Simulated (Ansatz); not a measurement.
The end point of a relaxation of La₂O₃. These are r2SCAN (plane waves to 500 eV, PAW, scalar-relativistic; Ansatz, an electronic-structure program) values and carry that method's errors.

P-3m1 (No. 164), hP5; a = b = 3.9352 Å, c = 6.1255 Å, α = β = 90.00°, γ = 120.00°.

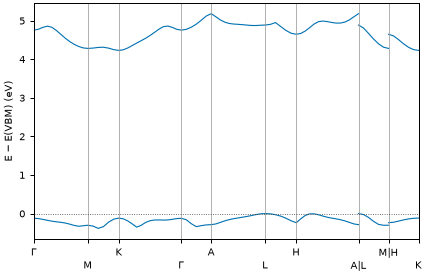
Figure. Highest filled and lowest empty band along the path of this cell's Brillouin zone

Q: Read off the gap and say whether it is direct.

A: 4.23 eV, indirect (valence top at L, conduction bottom at K) (no spin-orbit coupling).

Q: How far does the top valence band disperse along this path?

A: About 0.4 eV.

No spin polarisation in the result.

The run could not lose the symmetry of its start; a randomly shaken copy of 10 atoms returns to this structure.

The first start was generated by placing the elements on the sites of a structure type. Materials Project lists a structure of La2O3 in the same space group, P-3m1 (No. 164); the sites were not compared with it, nor with measured phases.
